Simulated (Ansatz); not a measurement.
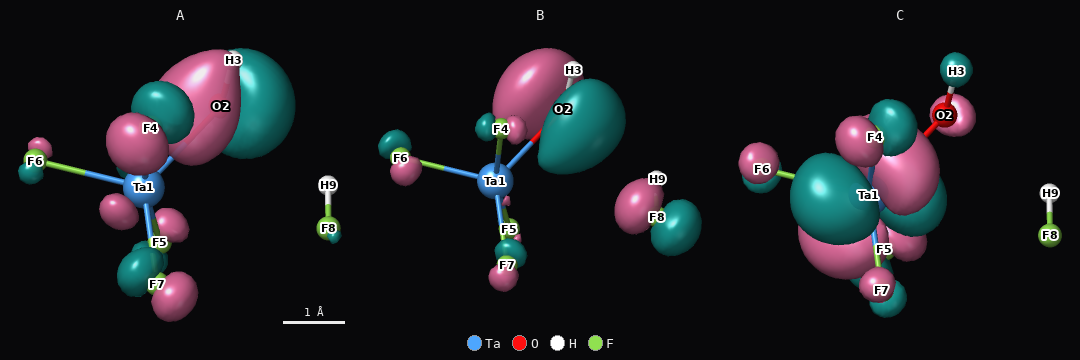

The picture shows: F$_{4}$HOTa···HF. Three frontier orbitals at ±0.15 Å⁻³ᐟ² (teal and pink are the two phases), in no order.

Core potentials replace the inner electrons of Ta; not at a stationary point (largest force 1.2 eV/Å).

Level of theory: Ansatz, RKS PBE-D4/def2-SVP.

Input

```
crystal:
  periodic: [false, false, false]
  atoms:
    - { symbol: Ta, position_ang: [0.0, 0.0, 0.0] }
    - { symbol: O, position_ang: [2.37, 0.0, 0.0] }
    - { symbol: H, position_ang: [2.7071, -0.5308, 0.7903] }
    - { symbol: F, position_ang: [0.0, 0.0, 1.93] }
    - { symbol: F, position_ang: [0.0, 0.0, -1.93] }
    - { symbol: F, position_ang: [-0.965, 1.6714, 0.0] }
    - { symbol: F, position_ang: [-0.965, -1.6714, 0.0] }
    - { symbol: F, position_ang: [0.7032, -1.7912, 1.127] }
    - { symbol: H, position_ang: [1.8595, -1.1638, 0.7323] }
basis:
  gaussian: { orbitals: def2-SVP }
hamiltonian:
  xc: pbe
  dispersion: d4
relax:
  f_tol: 0.15
  max_steps: 25
  restrain:
    - { distance: [0, 7], at: 3.13, k: 30.0 }
    - { distance: [8, 1], at: 2.21, k: 30.0 }
    - { distance: [0, 1], at: 2.02, k: 30.0 }
    - { distance: [8, 7], at: 0.92, k: 30.0 }
output:
  orbitals: {}
```

Launched as:

```sh
ansatz run input.yaml --threads 4 --pin off --max-ram 5120MiB --backend cpu --events-out ev --progress --plain --runs-dir out
```

The fields are those of the run's last geometry, not of the input's.

**Order the three orbitals by energy and name them.**

A is the HOMO−1 (−8.90 eV). By Hirshfeld shares it lies mainly on O2 (about 65 %), F4 (about 15 %) and Ta1 (about 10 %). B is the HOMO (−8.57 eV). It lies mainly on O2 (about 65 %) and F8 (about 15 %); largely a lone pair of O2. C is the LUMO (−3.37 eV). By Hirshfeld shares it lies mainly on Ta1 (about 70 %), F5 (about 10 %) and F4 (about 10 %).

**What is the HOMO–LUMO gap?**

5.20 eV between the orbital energies.
